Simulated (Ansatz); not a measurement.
```
V Pd C N
1.0
     5.84850    0.00000    0.00000
     0.00000    5.84850    0.00000
     0.00000    0.00000    5.84850
V Pd C N
1 1 4 4
Direct
  0.50000 0.50000 0.50000
  0.00000 0.00000 0.00000
  0.19702 0.19702 0.19702
  0.19702 0.80298 0.80298
  0.80298 0.19702 0.80298
  0.80298 0.80298 0.19702
  0.31478 0.31478 0.31478
  0.31478 0.68522 0.68522
  0.68522 0.31478 0.68522
  0.68522 0.68522 0.31478
```

Space group P-43m; a structure generated by program, which may or may not match a known phase; spin-polarised.

Method: DFT PBE, scalar-relativistic, plane waves, PAW (Ansatz).

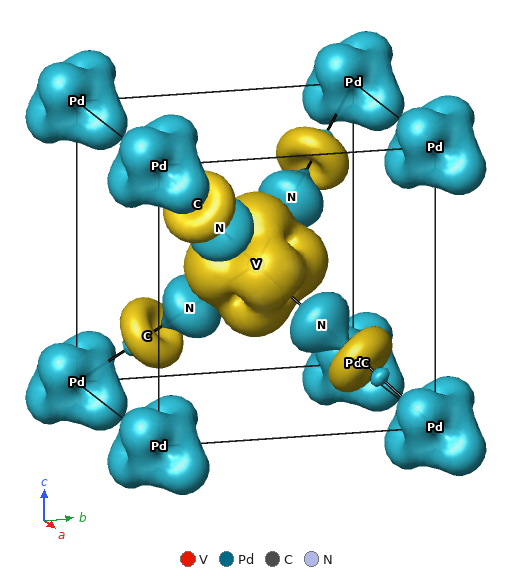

VPdC₄N₄. Isosurfaces of the magnetisation density (up minus down) at +0.015 (yellow) and −0.015 e/Å³ (cyan), seen slightly off an axis. Sticks mark near contacts.

In a PAW calculation such maps are meaningful between the atoms, not at the nuclei.

### Which atoms carry the moments, and with what signs?

The spin density sits on V: +0.9 μB in one cell of 10 atoms, with smaller moments on other sites: Pd (up to −0.15 μB): parallel moments on the main sites in this solution. The cell of the calculation (10 atoms) carries 1.0 μB of net spin moment.
